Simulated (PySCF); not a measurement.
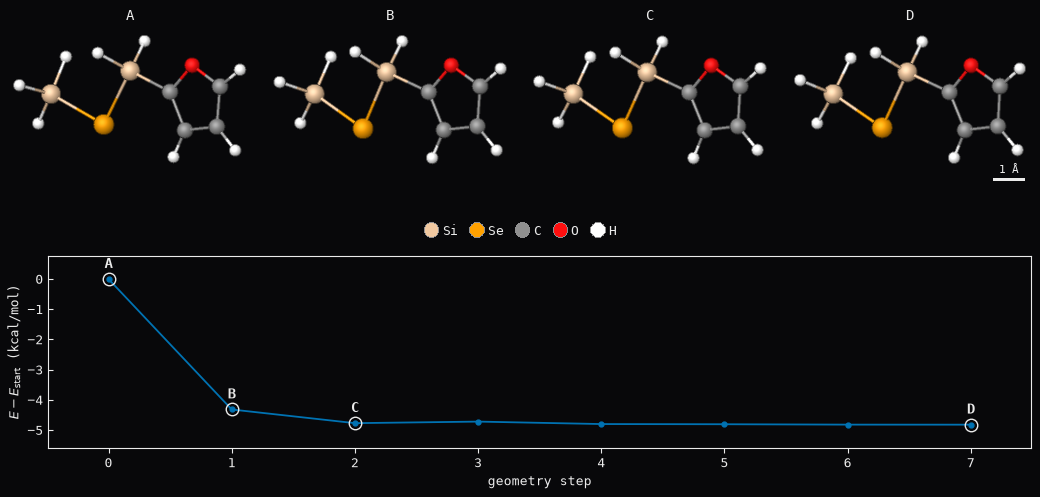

Frames of a relaxation of C$_{4}$H$_{8}$OSeSi$_{2}$, marked on the history of the run. The picture is a ball-and-stick view, seen from a free direction.

The start comes from GFN2-xTB. Its atoms were then displaced at random by about 0.01 Å.

The calculation used PBE0-D3(BJ)/def2-SVP geometry optimisation, gas phase in PySCF. 

**What happens along the run?**

The energy falls by 4.82 kcal/mol in 7 geometry steps. The largest moves after the best rigid fit, 0.18 Å, are those of H atoms. Largest moves by element: H 0.18 Å, Se 0.16 Å, Si 0.10 Å, C 0.06 Å, O 0.05 Å. Near-neighbour distances that change, for instance: H–Si 1.434 → 1.490 Å, C–Si 1.808 → 1.862 Å, C–H 1.052 → 1.089 Å, Se–Si 2.307 → 2.285 Å. Bond angles that change, for instance: Si–Se–Si 101.0° → 95.9°, H–Si–H 115.1° → 110.2°, Se–Si–H 106.9° → 111.5°. From step 0 to 1: the Se atom moves most (0.19 Å), energy −4.32 kcal/mol. From step 1 to 2: an H atom moves most (0.08 Å), energy −0.45 kcal/mol. From step 2 to 7: an H atom moves most (0.07 Å), energy −0.05 kcal/mol.
